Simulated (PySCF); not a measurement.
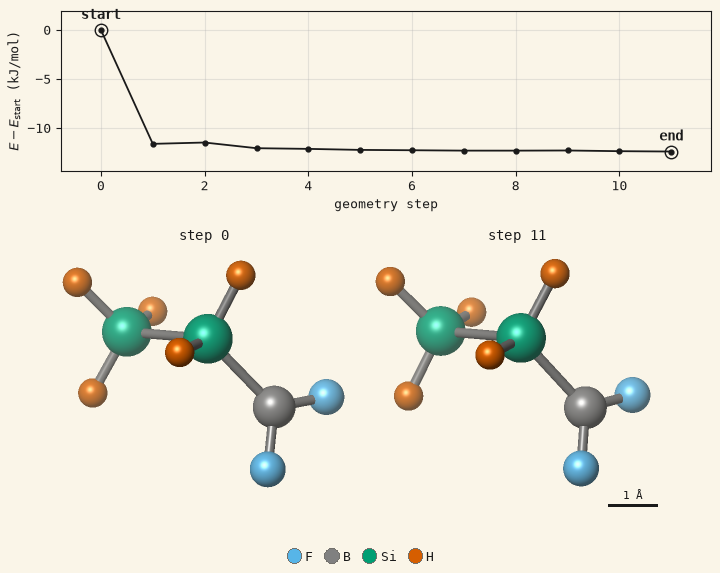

First and last geometry of a relaxation of BSi2H5F2, with the history of the run. Style: ball-and-stick. Shown from a free direction.

The start comes from GFN2-xTB. Its atoms were then displaced at random by about 0.01 Å.

Computed with PBE0-D3(BJ)/def2-SVP geometry optimisation, gas phase (PySCF 2.14.0, density-fitted response routines). 

> What do the curves and the structures tell?

It converged. The atom that moves furthest after the best rigid fit is an F atom (0.22 Å). Largest moves by element: F 0.22 Å, H 0.12 Å, Si 0.07 Å, B 0.06 Å. Some distances before and after: Si–Si 2.298 → 2.349 Å, H–Si 1.450 → 1.495 Å, B–Si 2.002 → 2.025 Å, H–Si 1.476 → 1.496 Å. Among the angles between lasting bonds that change: H–Si–H 103.9° → 109.8°, F–B–F 111.3° → 116.3°, B–Si–Si 112.4° → 107.6°. The energy falls by 12.4 kJ/mol in 11 geometry steps.

```
step  E − E(0), kJ/mol
   0              0.00
   1            -11.60
   2            -11.47
   3            -12.05
   4            -12.12
   5            -12.22
   6            -12.26
   7            -12.29
   8            -12.30
   9            -12.28
  10            -12.35
  11            -12.39
```
